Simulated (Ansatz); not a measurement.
In doubt: masses and optical values from hybrid runs of this build are listed as unsure (in some of the runs), which bears on the screening that GW takes from such a start.

GaP (F-43m), computed twice by G0W0.

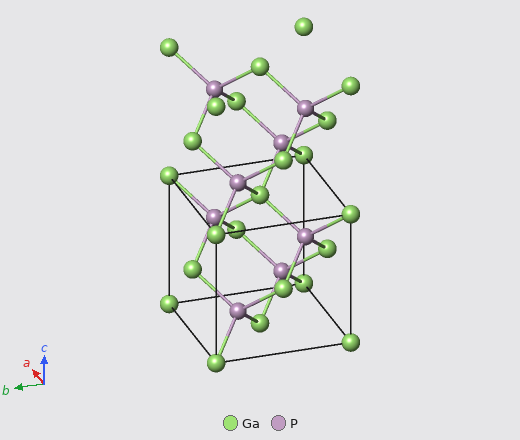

The structure (gallium green, phosphorus pink). Bonds to atoms that aren't drawn are left out. 1×1×2 conventional cells are drawn. Some periodic images of atoms are drawn too.

It takes space group F-43m (No. 216, cubic). The conventional cell has a = 5.451 Å, b = 5.451 Å, c = 5.451 Å, α = 90.00°, β = 90.00°, γ = 90.00°. Ga has 4 P at 2.36 Å nearest. P has 4 Ga at 2.36 Å nearest. Farther neighbours are not listed.

```cif
data_structure
_symmetry_space_group_name_H-M 'P 1'
_symmetry_Int_Tables_number 1
_cell_length_a 3.8541
_cell_length_b 3.8541
_cell_length_c 3.8541
_cell_angle_alpha 60.000
_cell_angle_beta 60.000
_cell_angle_gamma 60.000
_cell_volume 40.48
loop_
_atom_site_label
_atom_site_type_symbol
_atom_site_fract_x
_atom_site_fract_y
_atom_site_fract_z
_atom_site_occupancy
Ga1 Ga 0.00000 0.00000 0.00000 1
P2 P 0.25000 0.25000 0.25000 1
```

The cell and positions come from the Crystallography Open Database and are kept as given unless a step says otherwise.

The first (Ansatz 0.2.0; start PBE, 6×6×6 mesh, 91 empty bands, screening to 100 eV, norm-conserving files; 1 × NVIDIA H100 80GB HBM3 (shared by 6 runs) with 3 threads of AMD EPYC 7R13 (Zen 3), shared host) gave, on its mesh: starting gap 1.65 eV, G0W0 gap 2.08 eV, RPA ε∞ (mean) 12.19, 17 s.

The second gave: starting gap 2.29 eV, G0W0 gap 2.38 eV, RPA ε∞ (mean) 8.51, 29 s.

Q: What was changed in the input? Choose among start, files, mesh, bands and cutoff, frequency model or another key.

Changed: start from PBE to HSE06 and files from norm-conserving to PAW set soft_1. A jump of this size in the start, with ε∞ moving the other way, marks another functional. Other changes could give like numbers; this is the one that was made.

Limits: not at the basis limit; no spin-orbit coupling.

[Paths, hosts, dates, memory and timing lines, banners, echoed tables and standing remarks are left out of the program output.]

[Logs are printed without paths, hosts, clocks, repeated set-up lines and the standing remarks that a program may print on its own settings, such as how far it seeks lower states.]

[Runs of the session that timed out or met a known fault of the program may be left out.]

[Cells called generated may have been cut or substituted from an entry of the Crystallography Open Database or the Materials Project.]

[Hosts, paths, dates, database ids (printed as entryN), source tags and the programs' standing remarks are cut or masked in the printed files.]
